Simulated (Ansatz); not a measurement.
Consider BeSe in the zinc blende structure (space group F-43m, No. 216; a = 5.178 Å).

The change: the cell is scaled by 1.0489 in all directions, atoms relaxed at fixed cell.

Method: Ansatz (a first-principles code), PBE, PAW, cutoff 420 eV, no SOC.

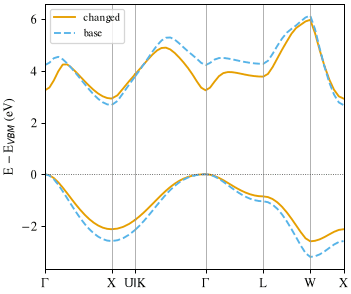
*Highest valence and lowest conduction band along the path, each from its own valence-band maximum*

Problem. From the figure, how large is the changed gap, and is it direct?

Solution. About 2.9 eV, indirect, Γ → X.

The cells carry an imposed strain or load. No phonon test of stability was made.
